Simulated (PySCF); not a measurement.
C4F10, SMILES `FC(F)(F)C(F)(F)C(F)(F)C(F)(F)F`.

Level of theory: PBE0/def2-TZVP (PySCF), at a geometry from GFN2-xTB. No frequency check shows the geometry to be a minimum.

The calculation's input:

```python
import numpy as np
from pyscf import gto, scf, dft
from pyscf.scf import atom_ks, atom_hf
from scipy.linalg import block_diag

def solve(mol, dm0=None, hcore=None):
    mf = (dft.UKS if mol.spin else dft.RKS)(mol, xc='pbe0')
    mf.grids.level = 3
    mf = mf.density_fit(auxbasis='def2-universal-jkfit')
    mf.conv_tol, mf.max_cycle = 1e-8, 80
    if hcore is not None:
        mf.get_hcore = lambda *args: hcore
    mf.kernel(dm0)
    if not mf.converged:
        mf = mf.newton().run(mf.mo_coeff, mf.mo_occ, max_cycle=30)
    assert mf.converged, 'SCF not converged'
    return mf

mol = gto.M(atom='''
F     -1.47359     0.81718    -1.40089
C     -1.58474     0.53464    -0.10862
F     -1.19516     1.59853     0.58658
F     -2.86073     0.30926     0.16019
C     -0.72744    -0.71083     0.28063
F     -1.35124    -1.81156    -0.17003
F     -0.68693    -0.79596     1.62087
C      0.72744    -0.71083    -0.28063
F      1.35124    -1.81156     0.17003
F      0.68693    -0.79596    -1.62087
C      1.58474     0.53464     0.10862
F      2.86073     0.30926    -0.16019
F      1.47359     0.81718     1.40089
F      1.19516     1.59853    -0.58658
''', basis='def2-tzvp', charge=0, spin=0, verbose=4)
mf = solve(mol)
out = dict(e0=mf.e_tot, dm0=mf.make_rdm1(), c=mf.mo_coeff, occ=mf.mo_occ, eps=mf.mo_energy)
for name, dq, spin in [('cation', 1, 1)]:
    ion = mol.copy().set(charge=mol.charge + dq, spin=spin).build()
    mi = solve(ion)
    if spin and dq > 0 and mol.nao < 130:
        c, _, stable, _ = mi.stability(return_status=True)
        if not stable:
            mi = solve(ion, mi.make_rdm1(c, mi.mo_occ))
    print(name, 'vertical energy change / eV', (mi.e_tot - mf.e_tot) * 27.211386)
    out.update({'e_' + name: mi.e_tot, 'dm_' + name: mi.make_rdm1(), 's2_' + name: mi.spin_square()[0], 'eps_' + name: mi.mo_energy, 'occ_' + name: mi.mo_occ})
# spherically averaged free atoms, for the promolecule
atm = atom_ks.get_atm_nrks(mol, xc='pbe0')
pro = block_diag(*[(atm[a[0]][2] * atm[a[0]][3]) @ atm[a[0]][2].T for a in mol._atom])
np.savez('result.npz', pro=pro, **out)
```

Command:

```sh
OMP_NUM_THREADS=1 python input.py
```

The run took 6.3 min on 1 thread of Intel(R) Xeon(R) Platinum 8259CL CPU @ 2.50GHz (Skylake/Cascade Lake), on a shared host, peak memory 2.2 GiB.

Partitions, critical points and surface values were worked out afterwards from this run's density.

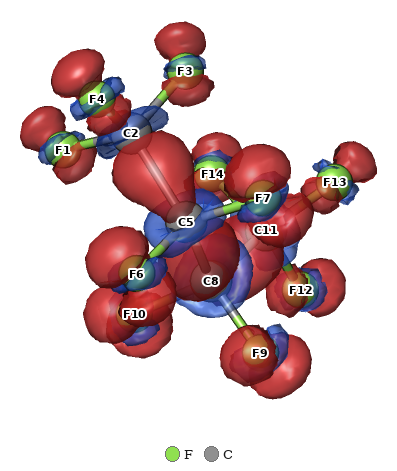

Fukui function f⁻ = ρ(N) − ρ(N−1) at fixed geometry, surfaces at ±0.03 e/Å³ (red positive, blue negative).

**Which atoms respond most to the removal of an electron?**

f⁻ (Hirshfeld-condensed) is largest on F7 and F10 (0.10 each), F6 and F9 (0.10 each) and F4 and F12 (0.07 each); the vertical ionisation energy is 12.77 eV (the stability of the cation's solution wasn't checked). Condensed values hint at sites of electrophilic attack but needn't mark the atom that reacts. Shares this close don't rank the sites. Orbital relaxation makes it negative in places (0.23 e in all).

| atom | f⁻ | charge |
| --- | --- | --- |
| F1 | +0.06 | −0.08 |
| C2 | +0.04 | +0.23 |
| F3 | +0.06 | −0.08 |
| F4 | +0.07 | −0.07 |
| C5 | +0.07 | +0.14 |
| F6 | +0.10 | −0.07 |
| F7 | +0.10 | −0.07 |
| C8 | +0.07 | +0.14 |
| F9 | +0.10 | −0.07 |
| F10 | +0.10 | −0.07 |
| C11 | +0.04 | +0.23 |
| F12 | +0.07 | −0.07 |
| F13 | +0.06 | −0.08 |
| F14 | +0.06 | −0.08 |
